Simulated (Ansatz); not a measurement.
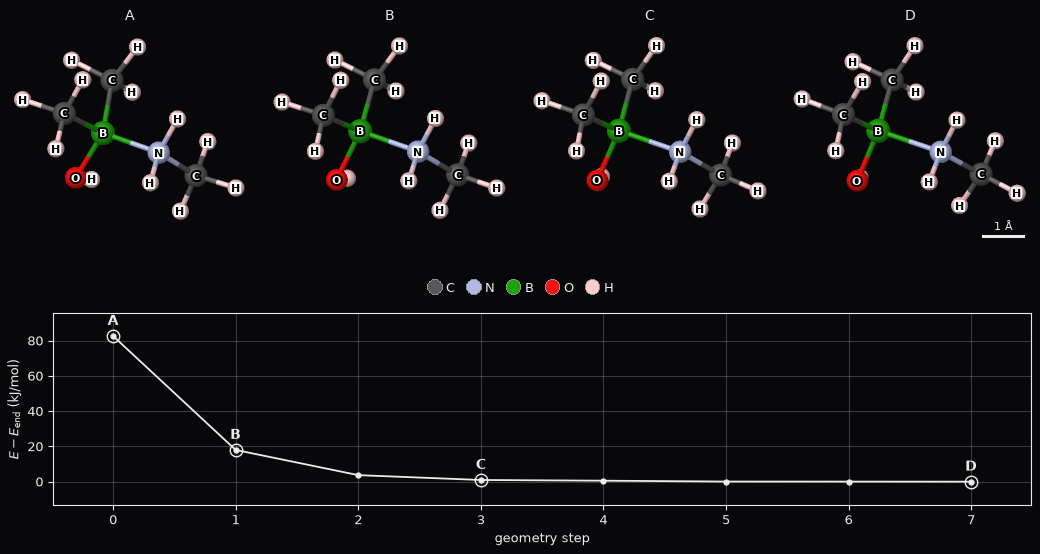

Frames of a relaxation of C3H12BNO (coarse preliminary run), marked on the history of the run. The picture is a ball-and-stick view, seen from a free direction.

The start comes from a force field.

Level of theory: RKS PBE-D4/def2-SVP in Ansatz 0.2.0. Set-up: force threshold 0.03 eV/Å; at most 200 steps.

Question: What happens along the run?

Answer: An H atom moves most after the best rigid fit: 0.28 Å. By element the largest moves are H 0.28 Å, B 0.13 Å, C 0.13 Å, O 0.09 Å, N 0.05 Å. Among the contacts that change: B–N 1.563 → 1.734 Å, C–H 1.192 → 1.106 Å, C–H 1.034 → 1.113 Å, B–C 1.682 → 1.621 Å. Bond angles that change, for instance: H–C–H 118.7° → 107.6°, N–B–O 111.1° → 103.0°, C–B–C 107.9° → 115.4°. Groups turn about B–O by about 25°. After 7 geometry steps the energy has fallen by 82.6 kJ/mol. The largest force component goes from 4.4 to 0.018 eV/Å. The run took 21 s on 4 threads of AMD EPYC 7R43 64-Core, with other jobs on the host. From step 0 to 1: an H atom moves most (0.13 Å), energy −64.6 kJ/mol. From step 1 to 3: an H atom moves most (0.15 Å), energy −17.0 kJ/mol. From step 3 to 7: H atoms move most (0.11 Å), energy −0.95 kJ/mol.
